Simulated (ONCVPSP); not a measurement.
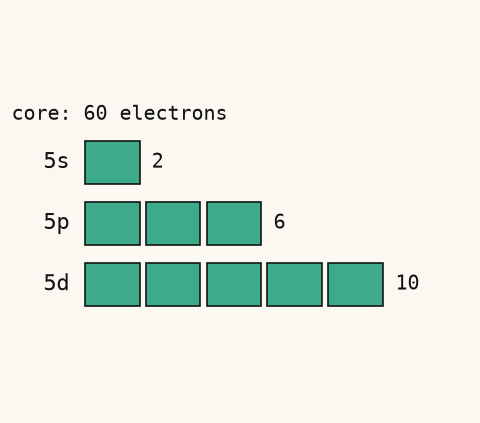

*The valence shells of the reference configuration: a box for each of the 2l + 1 orbitals, shaded by the share of the shell that is filled, with the electron count at the right.*

**Pseudopotential generation, with input and output: Au**

Gold (Au, Z = 79), core [Kr] 4d10 4f14, reference valence 5s2 5p6 5d10 (an ion of charge +1), valence charge 19. Level asked for: ONCV potential, PBE, scalar-relativistic, made with ONCVPSP 4.0.1.

Input file:
```
# ATOM AND REFERENCE CONFIGURATION
# atsym  z   nc   nv     iexc    psfile
  Au 79.00   10    3        4      upf
#
#   n    l    f
    1    0    2.00
    2    0    2.00
    2    1    6.00
    3    0    2.00
    3    1    6.00
    3    2   10.00
    4    0    2.00
    4    1    6.00
    4    2   10.00
    4    3   14.00
    5    0    2.00
    5    1    6.00
    5    2   10.00
#
# PSEUDOPOTENTIAL AND OPTIMIZATION
# lmax
    2
#
#   l,   rc,      ep,       ncon, nbas, qcut
    0    0.90    0.00    4    7    9.40
    1    1.45    0.00    3    7   10.30
    2    1.65    0.00    4    9   10.90
#
# LOCAL POTENTIAL
# lloc, lpopt,  rc(5),   dvloc0
    4    5    0.80    0.00
#
# VANDERBILT-KLEINMAN-BYLANDER PROJECTORs
# l, nproj, debl
    0    1    0.30
    1    1    4.00
    2    2    0.70
#
# MODEL CORE CHARGE
# icmod, fcfact, rcfact
    3    1.75    1.60
#
# LOG DERIVATIVE ANALYSIS
# epsh1, epsh2, depsh
   -6.00    5.00    0.04
#
# OUTPUT GRID
# rlmax, drl
    6.00    0.01
#
# TEST CONFIGURATIONS
# ncnf
    4
# nvcnf
#   n    l    f
    4
    5    0    2.00
    5    1    6.00
    5    2   10.00
    6    0    1.00
#
    3
    5    0    2.00
    5    1    6.00
    5    2    9.00
#
    3
    5    0    2.00
    5    1    6.00
    5    2    8.00
#
    4
    5    0    2.00
    5    1    6.00
    5    2   10.00
    6    1    1.00
#
```

Command:
```bash
oncvpsp.x < Au.dat > Au.out
```

Log (extracts):
```
ONCVPSP  (Optimized Norm-Conservinng Vanderbilt PSeudopotential)
scalar-relativistic version 4.0.1

#   n    l    f        energy (Ha)
    1    0    2.00    -2.9692385E+03
    2    0    2.00    -5.2413205E+02
    2    1    6.00    -4.5307749E+02
    3    0    2.00    -1.2394534E+02
    3    1    6.00    -1.0334021E+02
    3    2   10.00    -8.1353472E+01
    4    0    2.00    -2.7145926E+01
    4    1    6.00    -2.0391011E+01
    4    2   10.00    -1.2287326E+01
    4    3   14.00    -3.2920663E+00
    5    0    2.00    -4.2951985E+00
    5    1    6.00    -2.5115943E+00
    5    2   10.00    -5.6330305E-01

Reference configufation results
  iterations    26
  all-electron total energy (Ha)   -1.90115247D+04

Begin loop to  construct optimized pseudo wave functions
and semi-local pseudopoentials for all angular momenta

Calculating optimized projector #   1

 for l=   0

    Fraction of norm inside rc  0.487563
    Optimizing pswf for qcut=   9.42 a_B^-1,  ecut=  44.33 Ha
    Residual kinetic energy error=  3.65D-04 Ha
 ERROR pspot:  first pseudo wave function has node,          program will stop
 ERROR pspot: try changing psp parameters for this l
```

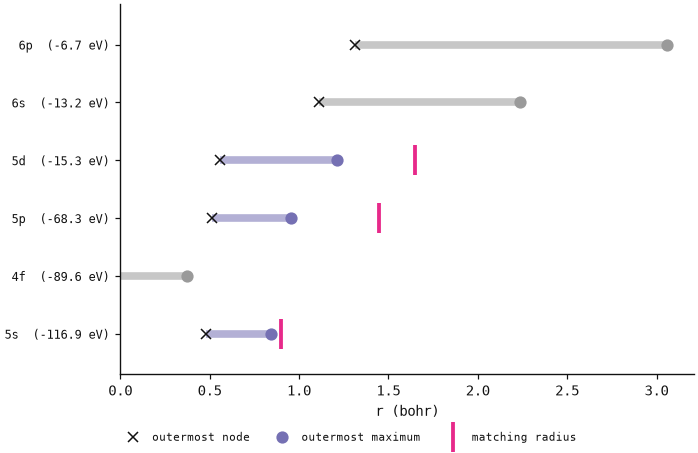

*Outer shells of the all-electron reference atom: each bar runs from the outermost node (or the nucleus) to the outermost maximum of u(r); the tick is the radius chosen for the pseudo-wave. Shells without a tick have no pseudo-wave of their own. Levels, nodes and maxima are from ld1.x, scalar-relativistic.*

- Radii against the shells: 5s: 0.90 bohr, outside the maximum; 5p: 1.45 bohr, outside the maximum; 5d: 1.65 bohr, outside the maximum.

Outcome:

```
quantity                      value
 outcome        ended with an error
hardware  1 CPU thread, shared host
```

What went wrong:

The generator stopped with the message “ERROR pspot: first pseudo wave function has node, program will stop”. In words: the optimised pseudo-wave of the first projector has a node, so the radial equation cannot be inverted for a potential. It was at work on the s channel when it stopped.
